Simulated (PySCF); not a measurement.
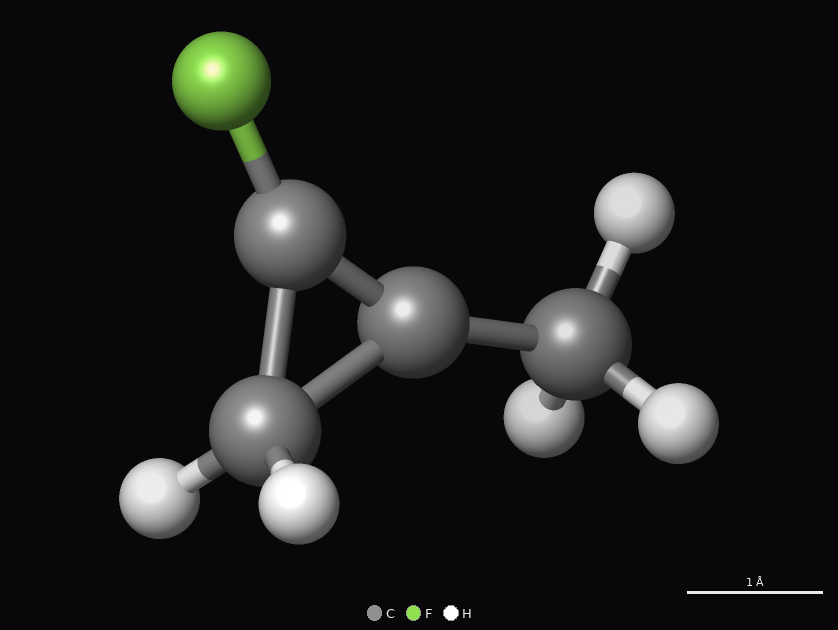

The picture shows a molecular structure as a ball-and-stick model.

**Count the atoms of each element.**

C4H5F, 10 atoms: 4 carbon, 5 hydrogen and 1 fluorine.

**Name functional groups in it.**

Among them: alkene, C–F bond.

**What is its SMILES?**

CC1=C(F)C1

**What is the point group of this geometry?**

Cs.

**Describe its rings.**

Independent rings (smallest set): 1 of 3 members.

The parts below concern this one geometry. Atoms keep their numbers from picture to picture. The computed structure is the end point of a PBE0-D3(BJ)/def2-SVP optimisation. No frequency run is at hand to confirm it as a minimum.

### Shape

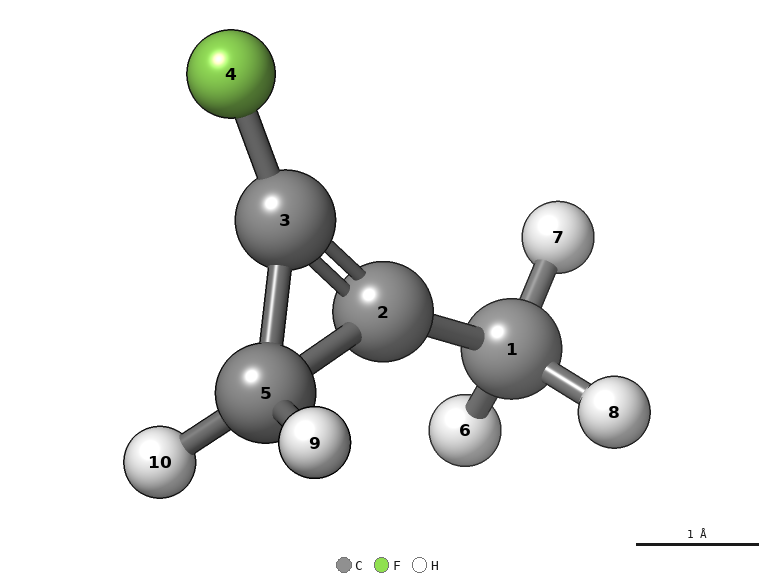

The atoms are numbered. No frequency run is at hand to confirm it as a minimum.

List the bonds and their lengths.

| bond | length (Å) | order |
| --- | --- | --- |
| C1–C2 | 1.470 | single |
| C1–H6 | 1.102 | single |
| C1–H7 | 1.099 | single |
| C1–H8 | 1.102 | single |
| C2–C3 | 1.291 | double |
| C2–C5 | 1.546 | single |
| C3–F4 | 1.310 | single |
| C3–C5 | 1.465 | single |
| C5–H9 | 1.104 | single |
| C5–H10 | 1.104 | single |

### NMR shielding

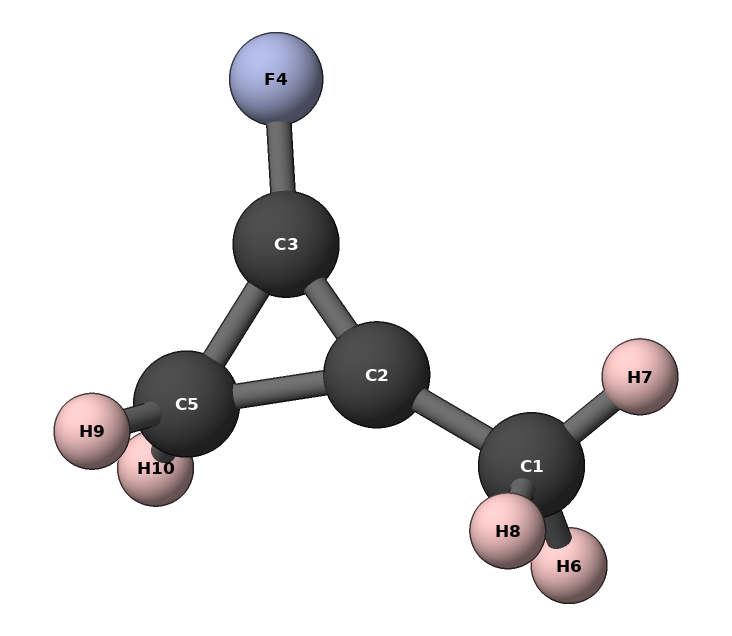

No frequency run is at hand to confirm it as a minimum. Properties computed with GIAO PBE0/6-31G NMR shielding, non-relativistic, gas phase (PySCF 2.14.0). Principal shieldings σ11 ≤ σ22 ≤ σ33, span Ω = σ33 − σ11, skew κ = 3(σiso − σ22)/Ω.

Give the shielding tensors of the F atoms.

| atom | σ11 | σ22 | σ33 | σiso | Ω | κ |
| --- | --- | --- | --- | --- | --- | --- |
| F4 | 202.8 | 305.3 | 500.7 | 336.3 | 297.9 | 0.31 |

Shieldings and span in ppm.

### Ring current

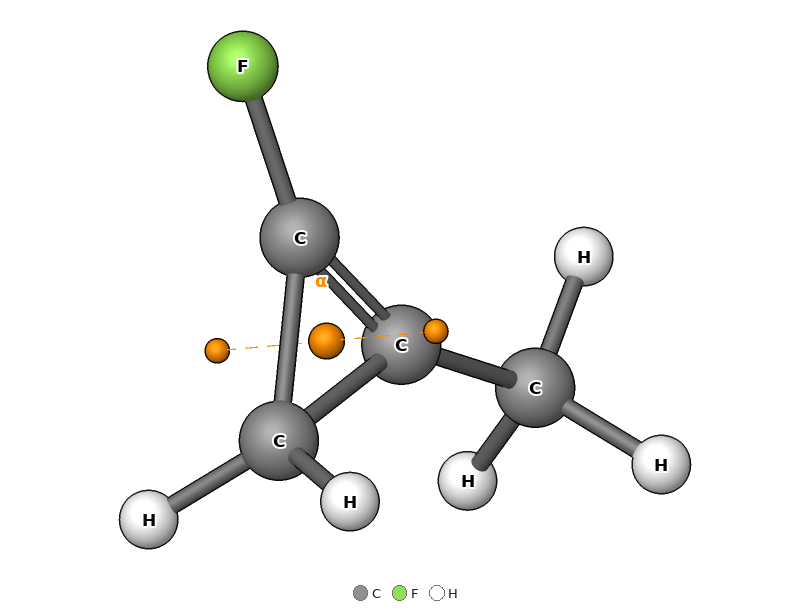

The small points mark where nucleus-independent chemical shifts (NICS) were computed: at the centre of each lettered ring and 1 Å above and below it. No frequency run is at hand to confirm it as a minimum. Level of theory: GIAO ωB97X-D/pcSseg-2 NMR shielding, non-relativistic, gas phase (PySCF 2.14.0).

Give NICS(0), NICS(1) and the out-of-plane component NICS(1)zz for each ring (means of the two sides).

```
ring  members  NICS(0)  NICS(1)  NICS(1)zz
   α       C3    −33.2     −5.6      −10.8
```

Values in ppm.

### Levels of theory compared

No frequency run is at hand to confirm it as a minimum. Program: PySCF 2.14.0.

Compare dipole (D) at these levels: B97-2/pcSseg-2; BHandHLYP/pcSseg-2; CAM-B3LYP/pcSseg-2; LC-wPBE/pcSseg-2; PBE0/6-31G; PBE0/STO-3G; PBE0/pcSseg-2; WP04/pcSseg-2; mPW1PW91/pcSseg-2; ωB97X-D/pcSseg-2.

| level | dipole (D) |
| --- | --- |
| B97-2/pcSseg-2 | 1.71 |
| BHandHLYP/pcSseg-2 | 1.83 |
| CAM-B3LYP/pcSseg-2 | 1.78 |
| LC-wPBE/pcSseg-2 | 1.76 |
| PBE0/6-31G | 1.87 |
| PBE0/STO-3G | 0.73 |
| PBE0/pcSseg-2 | 1.72 |
| WP04/pcSseg-2 | 1.87 |
| mPW1PW91/pcSseg-2 | 1.72 |
| ωB97X-D/pcSseg-2 | 1.73 |
